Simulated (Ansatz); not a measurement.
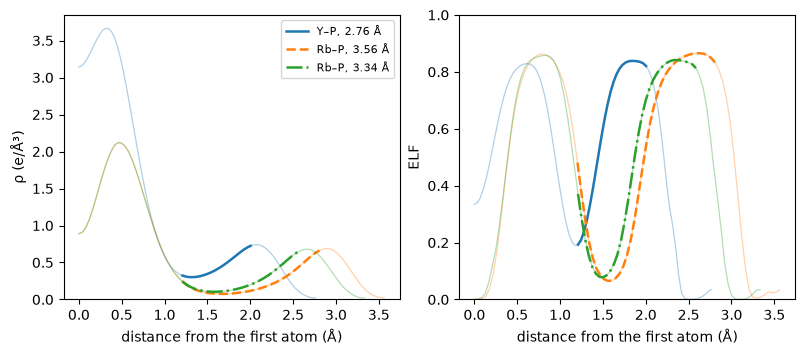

Rb$_{3}$YP$_{2}$. Valence charge density (pseudo) and electron localisation function along straight lines between neighbouring atoms. Thin, pale parts lie inside the atomic spheres.

Space group Ibam; a generated structure, not necessarily the stable one; changed on purpose from its base cell (volume × 0.91, shape and atoms relaxed); computed pressure about 2 GPa in this cell.

Level of theory: DFT PBE, scalar-relativistic, plane waves, PAW in Ansatz.

In a PAW calculation such maps are meaningful between the atoms, not at the nuclei.

What can be read from the curves?

Answer. Y–P (2.76 Å): ρ at the midpoint is about 0.31 e/Å³; the ELF peaks at about 0.85 in the valence shell of P, 0.9 Å from its nucleus, and is about 0.40 at the midpoint.
Rb–P (3.56 Å): the density is about 0.08 e/Å³ at the midpoint; the ELF peaks at about 0.85 in the valence shell of P, 0.9 Å from its nucleus, and drops to about 0.05 between the two atoms; no shared electron pair shows on this line.
Rb–P (3.34 Å): ρ at the midpoint is about 0.11 e/Å³; the ELF peaks at about 0.85 in the valence shell of P, 1.0 Å from its nucleus, and drops to about 0.10 between the two atoms; no localised pair shows between them.
